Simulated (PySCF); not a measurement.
## Electronic structure of C2H9FN2Si2 in real space

```xyz
16

C    -1.4992    1.8572   -0.3127
N    -1.6421    1.0800    0.6604
C    -1.5449   -0.3260    0.4811
Si    0.1459   -0.8806    1.1934
N     1.4367   -0.2111    0.2396
Si    1.8540   -0.5377   -1.3981
F     0.5623   -0.3207   -2.3363
H    -1.5413    2.9213   -0.1302
H    -1.3381    1.5315   -1.3455
H    -2.3467   -0.7942    1.0538
H    -1.6327   -0.6326   -0.5716
H     0.3396   -0.3553    2.5417
H     0.2255   -2.3425    1.1152
H     1.9711    0.5114    0.6906
H     2.8255    0.4493   -1.8339
H     2.1767   -1.9409   -1.5963
```

Geometry: GFN2-xTB.

The calculation used PySCF 2.14.0, PBE0/def2-SVPD, SCF density, gas phase.

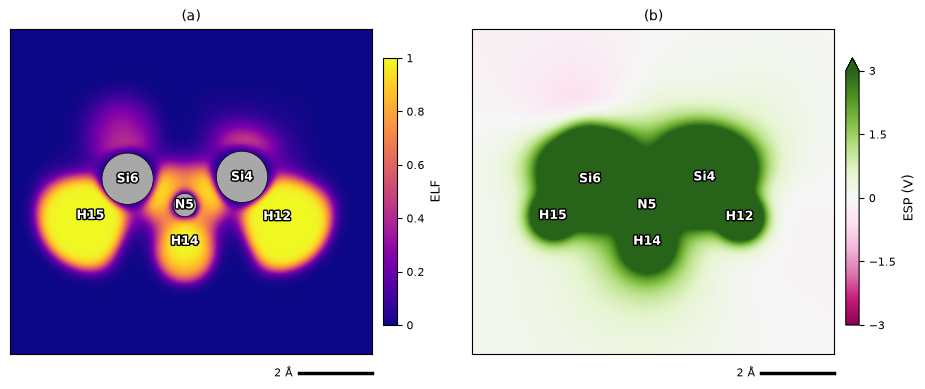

Figure 1. (a) ELF; (b) molecular electrostatic potential on the plane of atoms N5, Si4 and H12. Grey discs cover the atomic cores in the ELF map.

Describe what can be read from this map.

- Atoms in the plane: Si, N and H.
- Si–N (1.72 Å): the ELF peaks at about 0.90 between the atoms; a polar covalent bond.
- N–H (1.01 Å): the ELF climbs to about 1 towards the hydrogen, as it does in any bond to H: a covalent bond by its length.
- Outside the dense part of the molecule the potential is most negative (−0.5 V) near F7, which lies off the plane.

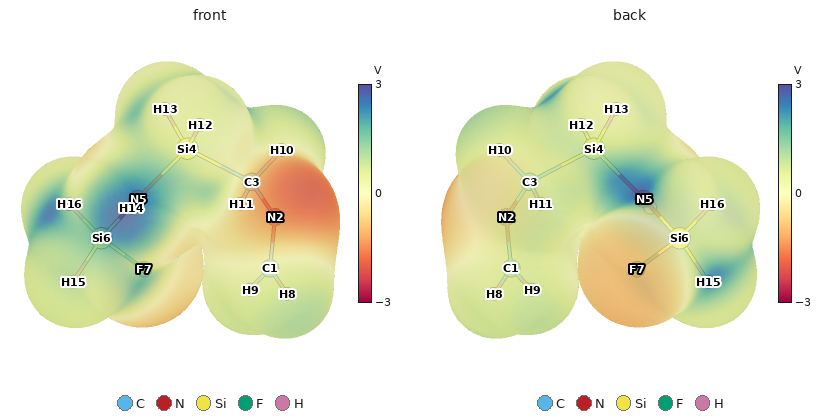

Figure 2. The molecular electrostatic potential painted on the density surface at 0.004 e/bohr³, seen from the front and from behind; red is negative and blue positive.

Which sites attract a positive test charge, and which a negative one?

A positive charge is drawn to the negative regions and a negative charge to the positive ones. The most negative region (about −2.0 V) lies over N2, the most positive (about +2.7 V) over Si6 and H14. N2 is the likeliest acceptor of a hydrogen bond.

How polar is the molecule by this calculation?

Its dipole moment is 1.52 D.
